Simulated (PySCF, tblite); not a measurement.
# C4H7NO2Si: geometry, infrared bands and NMR shifts

Aim: predict the infrared bands and NMR shifts of C4H7NO2Si (`[H]/N=C1/CO[SiH2]OC1=C`).

Computed with tblite 0.8.0 and PySCF 2.14.0, with density-fitted response routines of our own, on a single molecule in the gas phase. Atoms are numbered from 0 throughout.

**1. The starting structure**

15 atoms, charge 0, multiplicity 1; geometry from: force field or distance geometry start.

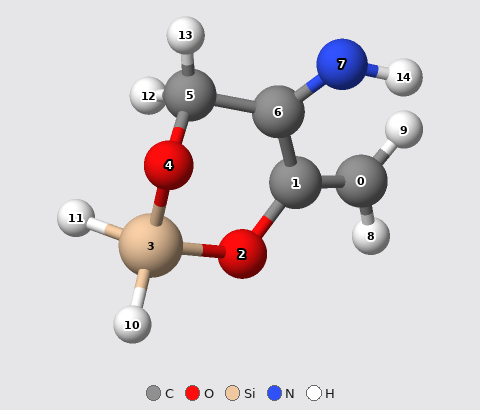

The starting geometry (carbon grey, oxygen red, silicon light orange, nitrogen blue, hydrogen white), atoms numbered.

**2. Relaxing the molecule with GFN2-xTB**

Job settings and geometry (Å):

```
{"job": {"kind": "relax", "xc": "GFN2-xTB", "basis": "xTB"}, "charge": 0, "multiplicity": 1}
C      2.184500    -0.628500    -0.309700
C      0.883800    -0.456500    -0.062200
O      0.012900    -1.558500     0.015000
Si    -1.700100    -1.231300     0.138500
O     -1.857700     0.359800     0.761200
C     -1.105700     1.149100    -0.149600
C      0.324200     0.868600     0.173100
N      1.109900     1.786700     0.674500
H      2.539200    -1.637900    -0.468500
H      2.890200     0.162600    -0.365900
H     -2.385700    -2.172300     1.048800
H     -2.368900    -1.197100    -1.181700
H     -1.290200     0.779700    -1.166300
H     -1.352200     2.217500    -0.024600
H      2.111400     1.566200     0.895400
```

Launch:

```
$ OMP_NUM_THREADS=1 python probes_run.py task.json out
```

One launch serves the whole session: the jobs run in the order shown.

**Question.** This job is followed by: GFN2-xTB harmonic vibrations, gas phase; GIAO PBE0/pcSseg-1 NMR shielding, non-relativistic, gas phase. What will the session give for the following? strongest single infrared mode (GFN2-xTB); zero-point energy (GFN2-xTB); 13C shifts against TMS (PBE0/pcSseg-1); 1H shifts against TMS (PBE0/pcSseg-1, means over atoms taken as alike); 17O shifts against H2O (PBE0/pcSseg-1); 29Si shifts against TMS (PBE0/pcSseg-1); 15N shifts against NH3 (PBE0/pcSseg-1).

**Answer**, as computed:

```
                                                              quantity                              value
                             strongest single infrared mode (GFN2-xTB)              2334 cm⁻¹, 355 km/mol
                                          zero-point energy (GFN2-xTB)                      66.2 kcal/mol
                                13C shifts against TMS (PBE0/pcSseg-1)      172.6, 159.8, 103.5, 71.9 ppm
1H shifts against TMS (PBE0/pcSseg-1, means over atoms taken as alike)  11.37, 5.23, 5.14, 5.05, 4.95 ppm
                                17O shifts against H2O (PBE0/pcSseg-1)                    119.9, 28.4 ppm
                               29Si shifts against TMS (PBE0/pcSseg-1)                          -28.3 ppm
                                15N shifts against NH3 (PBE0/pcSseg-1)                          344.5 ppm
```

Relaxing lowered the energy by 0.934 eV in 70 steps; the close pair that moved most is O2–Si3, from 1.748 to 1.639 Å. No mode is imaginary among the 39: a minimum at this level. The strongest single mode, at 2334 cm⁻¹, moves mainly H11. GFN2-xTB is a fitted tight-binding method: band positions and strengths are rough. Its intensities can rank the bands wrongly. At PBE0/pcSseg-1: The largest span, 637 ppm, is at N7, where the paramagnetic term is -399 ppm.
